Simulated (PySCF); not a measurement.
**C₇H₅N: field gradients at the nuclei**

Aim: the electric field gradients and quadrupole couplings of C₇H₅N at several levels. Each job file holds the settings and the coordinates that a driver script hands to the program.

Method: the levels named in each step, in PySCF 2.14.0, density-fitted response routines.

### 1 The structure to begin with

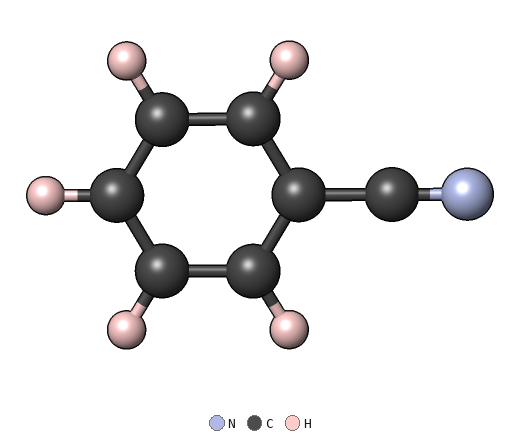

The starting structure, seen from a chosen angle (nitrogen light blue, carbon dark grey, hydrogen pink).

Coordinates:

```xyz
13

N     3.0608    0.5366    0.0319
C     1.9316    0.3388    0.0248
C     0.5385    0.0948    0.0110
C    -0.3550    1.1623    0.0917
C    -1.7145    0.9164    0.0759
C    -2.1863   -0.3836   -0.0310
C    -1.2986   -1.4443   -0.1127
C     0.0635   -1.2133   -0.0953
H     0.0243    2.1704    0.1693
H    -2.4089    1.7405    0.1438
H    -3.2496   -0.5700   -0.0501
H    -1.6697   -2.4551   -0.1936
H     0.7646   -2.0322   -0.1597
```

### 2 Geometry, PBE0-D3(BJ)/def2-SVP

File job.txt:

```
{"job": {"xc": "PBE0", "basis": "def2-SVP", "d3": "d3bj", "grid": 2, "kind": "geom"}, "charge": 0, "multiplicity": 1}
N      3.060840     0.536560     0.031860
C      1.931630     0.338780     0.024780
C      0.538480     0.094840     0.011020
C     -0.354970     1.162250     0.091710
C     -1.714530     0.916410     0.075890
C     -2.186310    -0.383630    -0.031040
C     -1.298590    -1.444340    -0.112680
C      0.063540    -1.213310    -0.095260
H      0.024260     2.170440     0.169330
H     -2.408940     1.740510     0.143820
H     -3.249590    -0.570010    -0.050130
H     -1.669680    -2.455140    -0.193620
H      0.764640    -2.032220    -0.159700
```

Output:

```text
step   0  E = -323.87999227  max force = 0.033028
step   1  E = -323.88156190  max force = 0.003093
step   2  E = -323.88156413  max force = 0.001720
step   3  E = -323.88160423  max force = 0.000590
step   4  E = -323.88159849  max force = 0.001206
step   5  E = -323.88160523  max force = 0.000311
optimisation converged
```

Wall time 49 s (4 threads of Arm Neoverse V1, shared host); peak memory 0.75 GiB.

It ended at:

```xyz
13

N     3.0983    0.5425    0.0374
C     1.9563    0.3428    0.0242
C     0.5450    0.0961    0.0065
C    -0.3555    1.1685    0.0924
C    -1.7239    0.9213    0.0740
C    -2.1996   -0.3859   -0.0292
C    -1.3056   -1.4531   -0.1144
C     0.0649   -1.2181   -0.0970
H     0.0268    2.1875    0.1728
H    -2.4251    1.7559    0.1408
H    -3.2755   -0.5744   -0.0433
H    -1.6786   -2.4764   -0.1951
H     0.7734   -2.0456   -0.1630
```

### 3 Field gradients, PBE0/pcJ-2

File job.txt:

```
{"job": {"kind": "efgt", "xc": "PBE0", "basis": "pcJ-2"}, "charge": 0, "multiplicity": 1}
N      3.098303     0.542500     0.037414
C      1.956285     0.342829     0.024160
C      0.544984     0.096114     0.006475
C     -0.355541     1.168452     0.092366
C     -1.723922     0.921270     0.073983
C     -2.199591    -0.385897    -0.029157
C     -1.305598    -1.453094    -0.114438
C      0.064930    -1.218064    -0.097044
H      0.026764     2.187544     0.172781
H     -2.425084     1.755890     0.140830
H     -3.275537    -0.574398    -0.043251
H     -1.678608    -2.476384    -0.195123
H      0.773396    -2.045622    -0.163016
```

Output:

```text
coarse grid: 11768 points
cycle   1  E = -324.1809890588  dE =  1.297e+00  |g| = 4.697e-01  |ddm| = 2.624e+00
cycle   2  E = -324.0428522721  dE =  1.381e-01  |g| = 9.330e-01  |ddm| = 7.401e-01
cycle   3  E = -324.2287983887  dE = -1.859e-01  |g| = 1.482e-01  |ddm| = 4.989e-01
cycle   4  E = -324.2335192319  dE = -4.721e-03  |g| = 5.303e-02  |ddm| = 1.042e-01
cycle   5  E = -324.2341817166  dE = -6.625e-04  |g| = 1.184e-02  |ddm| = 3.494e-02
cycle   6  E = -324.2342159808  dE = -3.426e-05  |g| = 2.155e-03  |ddm| = 8.784e-03
cycle   7  E = -324.2342168638  dE = -8.830e-07  |g| = 1.010e-03  |ddm| = 1.708e-03
final grid: 161768 points
cycle   8  E = -324.2285686309  dE = -1.939e-04  |g| = 7.734e-03  |ddm| = 5.880e-02
cycle   9  E = -324.2285676110  dE =  1.020e-06  |g| = 7.403e-03  |ddm| = 9.000e-03
cycle  10  E = -324.2285811446  dE = -1.353e-05  |g| = 1.023e-03  |ddm| = 4.809e-03
cycle  11  E = -324.2285813498  dE = -2.052e-07  |g| = 3.752e-04  |ddm| = 6.913e-04
cycle  12  E = -324.2285813765  dE = -2.672e-08  |g| = 1.613e-04  |ddm| = 2.695e-04
cycle  13  E = -324.2285813826  dE = -6.060e-09  |g| = 5.357e-05  |ddm| = 1.076e-04
cycle  14  E = -324.2285813832  dE = -5.934e-10  |g| = 1.658e-05  |ddm| = 2.926e-05
converged SCF energy = -324.2285813832

Field-gradient tensors (au): xx yy zz xy xz yz
  0 N    -0.89909    0.46879    0.43030   -0.24671   -0.01710    0.00352
  1 C    -0.36603    0.17691    0.18912   -0.09792   -0.00665   -0.00077
  2 C     0.05019   -0.21621    0.16602    0.04855    0.00405   -0.03044
  3 C    -0.19100   -0.13313    0.32413   -0.02105   -0.00114   -0.03642
  4 C    -0.16184   -0.15828    0.32011   -0.02242   -0.00137   -0.03813
  5 C    -0.15197   -0.19563    0.34760    0.00862    0.00111   -0.04328
  6 C    -0.17640   -0.14397    0.32037    0.01720    0.00180   -0.03697
  7 C    -0.19813   -0.12604    0.32417   -0.00137    0.00034   -0.03582
  8 H    -0.07975    0.22478   -0.14503    0.13145    0.01035    0.02938
  9 H     0.03831    0.10786   -0.14617   -0.19992   -0.01602    0.02047
 10 H     0.26480   -0.11820   -0.14660    0.06919    0.00516    0.00221
 11 H    -0.08216    0.22757   -0.14542    0.13047    0.01027    0.02960
 12 H     0.04074    0.10505   -0.14579   -0.19898   -0.01588    0.02012
```

Wall time 58 s (4 threads of Arm Neoverse V1, shared host); peak memory 2.6 GiB.

### 4 Field gradients, PBE/def2-TZVPP

job.txt: that of step 3 with these lines changed.

```diff
@@ -1,2 +1,2 @@
-{"job": {"kind": "efgt", "xc": "PBE0", "basis": "pcJ-2"}, "charge": 0, "multiplicity": 1}
+{"job": {"kind": "efgt", "xc": "PBE", "basis": "def2-TZVPP"}, "charge": 0, "multiplicity": 1}
 N      3.098303     0.542500     0.037414
```

Output:

```text
coarse grid: 11768 points
cycle   1  E = -324.1386152781  dE =  1.036e+00  |g| = 5.728e-01  |ddm| = 3.304e+00
cycle   2  E = -323.8721069179  dE =  2.665e-01  |g| = 1.218e+00  |ddm| = 3.106e+00
cycle   3  E = -324.1782473830  dE = -3.061e-01  |g| = 4.280e-01  |ddm| = 2.503e+00
cycle   4  E = -324.2197175544  dE = -4.147e-02  |g| = 8.581e-02  |ddm| = 3.555e-01
cycle   5  E = -324.2212547627  dE = -1.537e-03  |g| = 3.442e-02  |ddm| = 1.578e-01
cycle   6  E = -324.2215392716  dE = -2.845e-04  |g| = 1.468e-02  |ddm| = 6.913e-02
cycle   7  E = -324.2215983438  dE = -5.907e-05  |g| = 4.658e-03  |ddm| = 1.558e-02
cycle   8  E = -324.2216035106  dE = -5.167e-06  |g| = 1.355e-03  |ddm| = 3.607e-03
final grid: 161768 points
cycle   9  E = -324.1988811915  dE = -1.028e-04  |g| = 1.169e-02  |ddm| = 2.186e-01
cycle  10  E = -324.1988378700  dE =  4.332e-05  |g| = 1.726e-02  |ddm| = 3.330e-02
cycle  11  E = -324.1989057438  dE = -6.787e-05  |g| = 5.728e-03  |ddm| = 1.979e-02
cycle  12  E = -324.1989128143  dE = -7.070e-06  |g| = 2.182e-03  |ddm| = 4.980e-03
cycle  13  E = -324.1989137925  dE = -9.782e-07  |g| = 6.797e-04  |ddm| = 3.078e-03
cycle  14  E = -324.1989139063  dE = -1.138e-07  |g| = 2.640e-04  |ddm| = 1.175e-03
cycle  15  E = -324.1989139244  dE = -1.814e-08  |g| = 3.945e-05  |ddm| = 1.957e-04
cycle  16  E = -324.1989139248  dE = -3.494e-10  |g| = 6.350e-06  |ddm| = 3.608e-05
converged SCF energy = -324.1989139248

Field-gradient tensors (au): xx yy zz xy xz yz
  0 N    -0.85779    0.44227    0.41552   -0.23448   -0.01622    0.00256
  1 C    -0.35700    0.17601    0.18098   -0.09615   -0.00652   -0.00020
  2 C     0.03852   -0.21473    0.17621    0.04618    0.00389   -0.03116
  3 C    -0.18589   -0.13127    0.31715   -0.02142   -0.00120   -0.03574
  4 C    -0.16286   -0.15865    0.32151   -0.02227   -0.00134   -0.03829
  5 C    -0.14964   -0.19185    0.34149    0.00834    0.00108   -0.04253
  6 C    -0.17723   -0.14453    0.32176    0.01688    0.00175   -0.03714
  7 C    -0.19364   -0.12357    0.31721   -0.00008    0.00045   -0.03509
  8 H    -0.08166    0.22948   -0.14782    0.13427    0.01058    0.02997
  9 H     0.03885    0.10987   -0.14872   -0.20407   -0.01636    0.02083
 10 H     0.27014   -0.12069   -0.14945    0.07061    0.00526    0.00224
 11 H    -0.08412    0.23207   -0.14795    0.13317    0.01049    0.03016
 12 H     0.04142    0.10717   -0.14859   -0.20327   -0.01622    0.02051
```

Wall time 26 s (4 threads of Arm Neoverse V1, shared host); peak memory 2.6 GiB.

### 5 Field gradients, B3LYP/def2-TZVPP

job.txt: that of step 4 with these lines changed.

```diff
@@ -1,2 +1,2 @@
-{"job": {"kind": "efgt", "xc": "PBE", "basis": "def2-TZVPP"}, "charge": 0, "multiplicity": 1}
+{"job": {"kind": "efgt", "xc": "B3LYP", "basis": "def2-TZVPP"}, "charge": 0, "multiplicity": 1}
 N      3.098303     0.542500     0.037414
```

Output:

```text
coarse grid: 11768 points
cycle   1  E = -324.5627388006  dE =  1.235e+00  |g| = 5.072e-01  |ddm| = 3.247e+00
cycle   2  E = -324.3802809693  dE =  1.825e-01  |g| = 1.047e+00  |ddm| = 2.248e+00
cycle   3  E = -324.6171002396  dE = -2.368e-01  |g| = 1.929e-01  |ddm| = 1.648e+00
cycle   4  E = -324.6255529181  dE = -8.453e-03  |g| = 5.474e-02  |ddm| = 1.597e-01
cycle   5  E = -324.6262486892  dE = -6.958e-04  |g| = 1.553e-02  |ddm| = 7.636e-02
cycle   6  E = -324.6263085771  dE = -5.989e-05  |g| = 3.156e-03  |ddm| = 2.286e-02
cycle   7  E = -324.6263106993  dE = -2.122e-06  |g| = 1.376e-03  |ddm| = 4.345e-03
final grid: 161768 points
cycle   8  E = -324.6161972301  dE = -6.787e-05  |g| = 5.524e-03  |ddm| = 1.626e-01
cycle   9  E = -324.6161936390  dE =  3.591e-06  |g| = 6.524e-03  |ddm| = 1.282e-02
cycle  10  E = -324.6162042512  dE = -1.061e-05  |g| = 1.118e-03  |ddm| = 6.241e-03
cycle  11  E = -324.6162045150  dE = -2.638e-07  |g| = 4.952e-04  |ddm| = 1.079e-03
cycle  12  E = -324.6162045793  dE = -6.430e-08  |g| = 1.346e-04  |ddm| = 4.119e-04
cycle  13  E = -324.6162045821  dE = -2.797e-09  |g| = 9.069e-05  |ddm| = 1.340e-04
cycle  14  E = -324.6162045838  dE = -1.712e-09  |g| = 1.428e-05  |ddm| = 9.958e-05
cycle  15  E = -324.6162045839  dE = -4.843e-11  |g| = 2.839e-06  |ddm| = 2.303e-05
converged SCF energy = -324.6162045839

Field-gradient tensors (au): xx yy zz xy xz yz
  0 N    -0.92681    0.48486    0.44195   -0.25462   -0.01764    0.00387
  1 C    -0.40739    0.19760    0.20979   -0.10913   -0.00741   -0.00075
  2 C     0.04298   -0.23693    0.19395    0.05104    0.00430   -0.03435
  3 C    -0.21016   -0.14351    0.35368   -0.01905   -0.00096   -0.03963
  4 C    -0.17866   -0.17255    0.35122   -0.02717   -0.00168   -0.04176
  5 C    -0.16247   -0.21539    0.37786    0.01035    0.00128   -0.04731
  6 C    -0.19599   -0.15552    0.35150    0.02009    0.00205   -0.04039
  7 C    -0.21502   -0.13869    0.35371   -0.00570    0.00006   -0.03919
  8 H    -0.07927    0.22507   -0.14579    0.13142    0.01035    0.02946
  9 H     0.03871    0.10819   -0.14690   -0.19987   -0.01602    0.02055
 10 H     0.26513   -0.11773   -0.14740    0.06916    0.00515    0.00231
 11 H    -0.08173    0.22788   -0.14615    0.13045    0.01027    0.02968
 12 H     0.04117    0.10538   -0.14655   -0.19890   -0.01588    0.02020
```

It took 26 s on 4 threads of Arm Neoverse V1, shared host; peak memory 2.6 GiB.

### 6 Field gradients, CAM-B3LYP/def2-TZVPP

job.txt: that of step 5 with these lines changed.

```diff
@@ -1,2 +1,2 @@
-{"job": {"kind": "efgt", "xc": "B3LYP", "basis": "def2-TZVPP"}, "charge": 0, "multiplicity": 1}
+{"job": {"kind": "efgt", "xc": "CAM-B3LYP", "basis": "def2-TZVPP"}, "charge": 0, "multiplicity": 1}
 N      3.098303     0.542500     0.037414
```

Output:

```text
coarse grid: 11768 points
cycle   1  E = -324.3750657821  dE =  1.515e+00  |g| = 4.976e-01  |ddm| = 3.207e+00
cycle   2  E = -324.2763167815  dE =  9.875e-02  |g| = 8.838e-01  |ddm| = 1.743e+00
cycle   3  E = -324.4389174933  dE = -1.626e-01  |g| = 5.791e-02  |ddm| = 1.077e+00
cycle   4  E = -324.4395421130  dE = -6.246e-04  |g| = 3.752e-02  |ddm| = 9.855e-02
cycle   5  E = -324.4398916891  dE = -3.496e-04  |g| = 5.784e-03  |ddm| = 3.720e-02
cycle   6  E = -324.4398994637  dE = -7.775e-06  |g| = 1.998e-03  |ddm| = 6.793e-03
final grid: 161768 points
cycle   7  E = -324.4315549146  dE = -4.374e-05  |g| = 3.914e-03  |ddm| = 1.170e-01
cycle   8  E = -324.4315552641  dE = -3.495e-07  |g| = 3.626e-03  |ddm| = 8.135e-03
cycle   9  E = -324.4315584355  dE = -3.171e-06  |g| = 5.265e-04  |ddm| = 2.510e-03
cycle  10  E = -324.4315584787  dE = -4.326e-08  |g| = 3.464e-04  |ddm| = 6.185e-04
cycle  11  E = -324.4315585036  dE = -2.490e-08  |g| = 1.046e-04  |ddm| = 3.713e-04
cycle  12  E = -324.4315585058  dE = -2.154e-09  |g| = 3.789e-05  |ddm| = 8.675e-05
cycle  13  E = -324.4315585061  dE = -3.295e-10  |g| = 5.120e-06  |ddm| = 6.035e-05
converged SCF energy = -324.4315585061

Field-gradient tensors (au): xx yy zz xy xz yz
  0 N    -0.94226    0.49634    0.44592   -0.25948   -0.01799    0.00448
  1 C    -0.41847    0.19998    0.21849   -0.11155   -0.00757   -0.00125
  2 C     0.04746   -0.24233    0.19487    0.05283    0.00442   -0.03486
  3 C    -0.21661   -0.14958    0.36620   -0.01938   -0.00097   -0.04112
  4 C    -0.18165   -0.17639    0.35804   -0.02600   -0.00158   -0.04261
  5 C    -0.16918   -0.22096    0.39015    0.01016    0.00128   -0.04873
  6 C    -0.19833   -0.16001    0.35833    0.01948    0.00201   -0.04130
  7 C    -0.22165   -0.14456    0.36621   -0.00553    0.00009   -0.04065
  8 H    -0.07984    0.22583   -0.14599    0.13202    0.01040    0.02953
  9 H     0.03873    0.10850   -0.14723   -0.20070   -0.01609    0.02060
 10 H     0.26604   -0.11848   -0.14755    0.06946    0.00518    0.00226
 11 H    -0.08221    0.22869   -0.14648    0.13099    0.01031    0.02977
 12 H     0.04114    0.10560   -0.14674   -0.19978   -0.01595    0.02024
```

Wall time 30 s (4 threads of Arm Neoverse V1, shared host); peak memory 2.6 GiB.

### 7 Field gradients, HF/def2-TZVPP

job.txt: that of step 6 with these lines changed.

```diff
@@ -1,2 +1,2 @@
-{"job": {"kind": "efgt", "xc": "CAM-B3LYP", "basis": "def2-TZVPP"}, "charge": 0, "multiplicity": 1}
+{"job": {"kind": "efgt", "xc": "HF", "basis": "def2-TZVPP"}, "charge": 0, "multiplicity": 1}
 N      3.098303     0.542500     0.037414
```

Output:

```text
final grid: 161768 points
cycle   1  E = -322.4123342899  dE =  2.226e+00  |g| = 6.332e-01  |ddm| = 3.110e+00
cycle   2  E = -322.4940787366  dE = -8.174e-02  |g| = 4.943e-01  |ddm| = 8.779e-01
cycle   3  E = -322.5448358473  dE = -5.076e-02  |g| = 1.137e-01  |ddm| = 4.857e-01
cycle   4  E = -322.5488741533  dE = -4.038e-03  |g| = 2.356e-02  |ddm| = 1.610e-01
cycle   5  E = -322.5490452326  dE = -1.711e-04  |g| = 7.398e-03  |ddm| = 4.360e-02
cycle   6  E = -322.5490641455  dE = -1.891e-05  |g| = 2.867e-03  |ddm| = 1.849e-02
cycle   7  E = -322.5490679917  dE = -3.846e-06  |g| = 1.022e-03  |ddm| = 8.573e-03
cycle   8  E = -322.5490685510  dE = -5.593e-07  |g| = 4.325e-04  |ddm| = 2.245e-03
cycle   9  E = -322.5490687629  dE = -2.119e-07  |g| = 2.242e-04  |ddm| = 8.528e-04
cycle  10  E = -322.5490688455  dE = -8.266e-08  |g| = 1.033e-04  |ddm| = 6.096e-04
cycle  11  E = -322.5490688634  dE = -1.789e-08  |g| = 2.544e-05  |ddm| = 3.698e-04
cycle  12  E = -322.5490688643  dE = -8.426e-10  |g| = 1.006e-05  |ddm| = 7.879e-05
converged SCF energy = -322.5490688643

Field-gradient tensors (au): xx yy zz xy xz yz
  0 N    -1.02491    0.55714    0.46777   -0.28540   -0.01988    0.00763
  1 C    -0.48890    0.22506    0.26384   -0.12875   -0.00876   -0.00284
  2 C     0.05178   -0.26251    0.21073    0.05730    0.00479   -0.03773
  3 C    -0.25547   -0.17032    0.42579   -0.01426   -0.00047   -0.04754
  4 C    -0.19673   -0.18911    0.38584   -0.03339   -0.00212   -0.04584
  5 C    -0.18824   -0.25927    0.44751    0.01374    0.00161   -0.05637
  6 C    -0.21788   -0.16832    0.38620    0.02441    0.00244   -0.04419
  7 C    -0.25513   -0.17061    0.42575   -0.01519   -0.00059   -0.04744
  8 H    -0.08091    0.22993   -0.14902    0.13417    0.01057    0.03010
  9 H     0.04030    0.11128   -0.15157   -0.20436   -0.01638    0.02117
 10 H     0.27127   -0.12054   -0.15072    0.07078    0.00527    0.00235
 11 H    -0.08286    0.23366   -0.15080    0.13339    0.01050    0.03051
 12 H     0.04208    0.10772   -0.14980   -0.20310   -0.01621    0.02065
```

Wall time 9.7 s (4 threads of Arm Neoverse V1, shared host); peak memory 2.6 GiB.

### 8 Comparison

Largest principal value Vzz, in atomic units:

```
    atom  PBE0/pcJ-2  PBE/def2-TZVPP  B3LYP/def2-TZVPP  CAM-B3LYP/def2-TZVPP  HF/def2-TZVPP
      N1     -0.9424         -0.8990           -0.9715               -0.9878        -1.0750
      C2     -0.3832         -0.3739           -0.4266               -0.4381        -0.5115
      C3     -0.2272         -0.2253           -0.2486               -0.2544        -0.2756
      C4      0.3270          0.3200            0.3568                0.3695         0.4296
      C5      0.3231          0.3245            0.3545                0.3614         0.3895
      C6      0.3510          0.3449            0.3816                0.3940         0.4520
      C7      0.3233          0.3247            0.3547                0.3616         0.3897
      C8      0.3270          0.3200            0.3568                0.3694         0.4295
      H9      0.2760          0.2818            0.2763                0.2773         0.2822
     H10      0.2776          0.2831            0.2779                0.2789         0.2848
     H11      0.2770          0.2826            0.2773                0.2783         0.2837
     H12      0.2775          0.2830            0.2778                0.2789         0.2848
     H13      0.2760          0.2818            0.2763                0.2773         0.2822
CPU time        65 s            56 s              30 s                  34 s           12 s
```

Couplings eQVzz/h in MHz (234.9647 × Q in barn × Vzz), with Q = 0.02044 (14N), 0.00285783 (2H):

| nucleus | PBE0/pcJ-2 | PBE/def2-TZVPP | B3LYP/def2-TZVPP | CAM-B3LYP/def2-TZVPP | HF/def2-TZVPP |
| --- | --- | --- | --- | --- | --- |
| 14N (atom 1) | -4.526 | -4.317 | -4.666 | -4.744 | -5.163 |
| 2H (atom 9) | 0.185 | 0.189 | 0.186 | 0.186 | 0.189 |
| 2H (atom 10) | 0.186 | 0.190 | 0.187 | 0.187 | 0.191 |
| 2H (atom 11) | 0.186 | 0.190 | 0.186 | 0.187 | 0.191 |
| 2H (atom 12) | 0.186 | 0.190 | 0.187 | 0.187 | 0.191 |
| 2H (atom 13) | 0.185 | 0.189 | 0.186 | 0.186 | 0.190 |

### 9 Outcome

```
                            quantity       value
coupling of 14N (atom 1), PBE0/pcJ-2  -4.526 MHz
 coupling of 2H (atom 9), PBE0/pcJ-2   0.185 MHz
coupling of 2H (atom 10), PBE0/pcJ-2   0.186 MHz
coupling of 2H (atom 11), PBE0/pcJ-2   0.186 MHz
coupling of 2H (atom 12), PBE0/pcJ-2   0.186 MHz
```

What this shows: The largest coupling, that of 14N, runs from -5.163 (HF/def2-TZVPP) to -4.317 MHz (PBE/def2-TZVPP). The gradients are non-relativistic, at the equilibrium geometry and in principal axes; measured couplings hold vibrational averaging and refer to the inertial axes. The def2 sets are stiff near the nuclei, which limits their accuracy.
